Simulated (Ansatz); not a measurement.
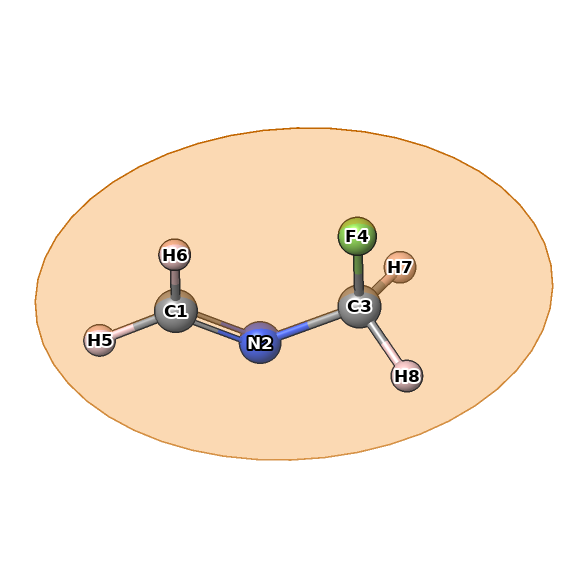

A disc through the centre of mass is drawn in. Distant atoms are faded towards the background colour. The geometry was computed by an optimisation with PBE-D4/def2-SVP. No frequency run is at hand to confirm it as a minimum.

Question: Is the plane of the disc a mirror plane of the structure?

Answer: Yes. The reflection leaves C1, N2, C3, F4, H5, H6 in place and moves H7 ↔ H8. The point group is Cs.
